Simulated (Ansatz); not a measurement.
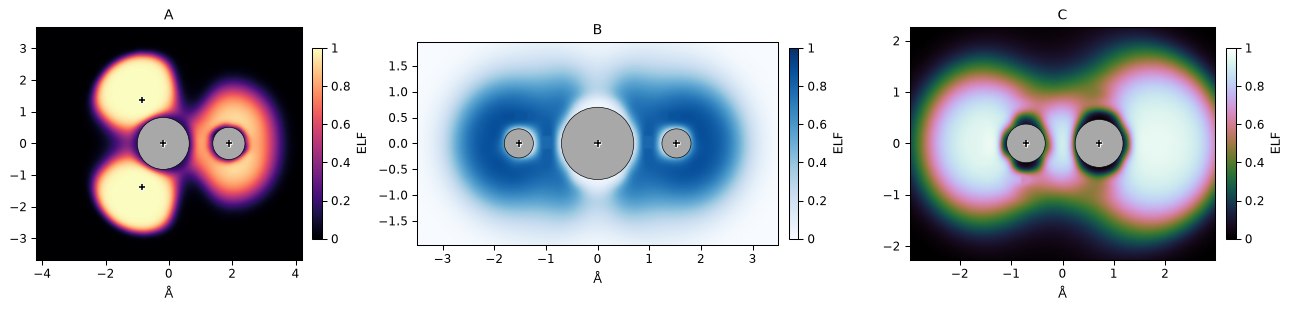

The ELF of 3 systems, each on a plane through atoms (crosses mark nuclei in the plane; grey discs cover the cores).

Level of theory: isolated molecule in a Gaussian basis; Kohn-Sham density functional theory, functional PBE0 (Ansatz 0.2.0).

System 1: O2Si (SMILES O=[Si]=O), a plane that holds the molecular axis. Geometry: r2SCAN-D4/def2-SVP.

```xyz
3

O     0.0000    0.0000   -1.5256
O     0.0000    0.0000    1.5256
Si    0.0000    0.0000    0.0000
```

System 2: ClGeH2 (SMILES [Cl][GeH2+]) (charge +1), the molecular plane. Geometry: B3LYP/6-31G*.

| atom | x (Å) | y (Å) | z (Å) |
| --- | --- | --- | --- |
| Cl | -0.0530 | 1.5885 | -0.2143 |
| Ge | 0.7797 | 2.7447 | -1.7193 |
| H | 0.2575 | 4.1837 | -1.8372 |
| H | 1.8472 | 2.0627 | -2.5869 |

System 3: BC (SMILES B#[C-]) (charge −1, triplet), a plane that holds the molecular axis. Geometry: PBE0-D3(BJ)/def2-SVPD.

```xyz
2

C     0.0000    0.0000   -0.7133
B     0.0000    0.0000    0.7133
```

Question: Which map belongs to which system?

Answer: Panel A is system 2, ClGeH2: the plane holds Cl, Ge and H. Ge–Cl (2.07 Å): the ELF peaks at about 0.80 in the valence shell of Cl, 0.9 Å from its nucleus, and is about 0.70 at the midpoint. Panel B is system 1, O2Si: the plane holds O and Si. Si–O (1.53 Å): the ELF peaks at about 0.80 in the valence shell of O, 0.6 Å from its nucleus, and is about 0.35 at the midpoint. Panel C is system 3, BC: the plane holds C and B. C–B (1.43 Å): the ELF peaks at about 0.90 between the atoms, as expected for a covalent bond.
